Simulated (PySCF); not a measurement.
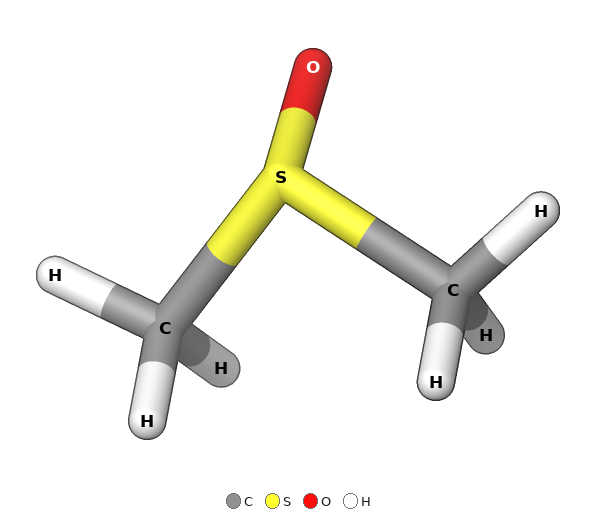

The computed structure is the end point of a PBE0-D3(BJ)/def2-SVP optimisation. No frequency run is at hand to confirm it as a minimum.

Identify the structure.

The molecule is C₂H₆OS. As SMILES it reads `CS(C)=O`. It has no ring. Among its groups: sulfoxide. This geometry has Cs symmetry. Coordination: 2 C tetrahedral; 1 S trigonal pyramidal.

More results for the same structure follow; atom numbers are the same in all pictures, views and colours differ.

**Electronic properties**

No frequency run is at hand to confirm it as a minimum. Method: PBE0/pcSseg-1, gas phase (PySCF 2.14.0).

What does the calculation give?

- dipole moment: 4.05 D
- HOMO energy (Kohn–Sham orbital): −6.56 eV
- LUMO energy (Kohn–Sham orbital): 1.10 eV
- HOMO–LUMO gap: 7.66 eV

**NMR shielding**

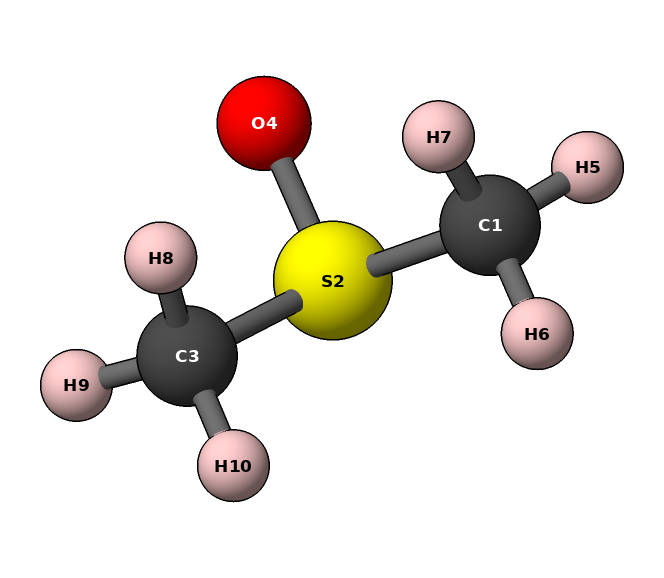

No frequency run is at hand to confirm it as a minimum. Level of theory: GIAO PBE0/pcSseg-1 NMR shielding, non-relativistic, gas phase (PySCF 2.14.0). Principal shieldings σ11 ≤ σ22 ≤ σ33, span Ω = σ33 − σ11, skew κ = 3(σiso − σ22)/Ω.

Give the shielding tensors of the C atoms.

```tsv
atom	σ11	σ22	σ33	σiso	Ω	κ
C1, C3	112.6	125.2	182.2	140.0	69.6	0.64
```

Shieldings and span in ppm.

**Bond orders**

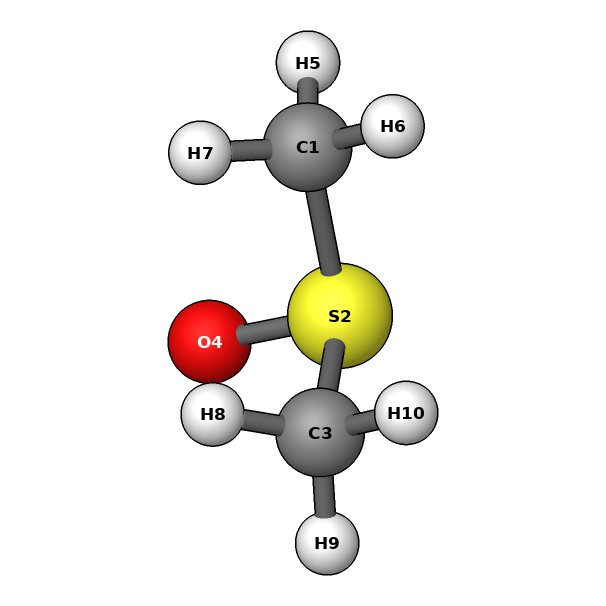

Every bond is drawn as one stick. No frequency run is at hand to confirm it as a minimum. Level of theory: PBE0/pcSseg-1 (PySCF 2.14.0).

List the Mayer bond orders of C1–H6, C1–H7, C1–S2, S2–O4, C3–H8, C1–H5, C3–H10 (one bond of each equivalent set). Atoms whose distances differ by more than 0.02 Å in this geometry are listed apart.

| bond | Mayer order | length (Å) |
| --- | --- | --- |
| C1–H6 | 0.94 | 1.100 |
| C1–H7 | 0.94 | 1.100 |
| C1–S2 | 0.90 | 1.815 |
| S2–O4 | 1.52 | 1.500 |
| C3–H8 | 0.94 | 1.100 |
| C1–H5 | 0.95 | 1.098 |
| C3–H10 | 0.94 | 1.099 |

**Charges**

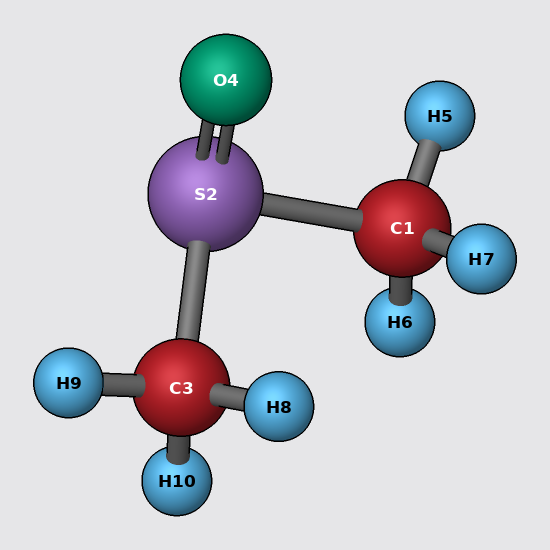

The questions are on IAO charges. No frequency run is at hand to confirm it as a minimum. Method: PBE0/pcSseg-1, gas phase (PySCF 2.14.0).

Which atom carries the highest charge (most positive or least negative)?

S2 (1.09 e).

And the lowest?

O4 (−0.90 e).

List the IAO charges.

```json
{"atom": "C1", "value (e)": "−0.58"}
{"atom": "S2", "value (e)": "1.09"}
{"atom": "C3", "value (e)": "−0.58"}
{"atom": "O4", "value (e)": "−0.90"}
{"atom": "H5", "value (e)": "0.17"}
{"atom": "H6", "value (e)": "0.16"}
{"atom": "H7", "value (e)": "0.16"}
{"atom": "H8", "value (e)": "0.16"}
{"atom": "H9", "value (e)": "0.17"}
{"atom": "H10", "value (e)": "0.16"}
```
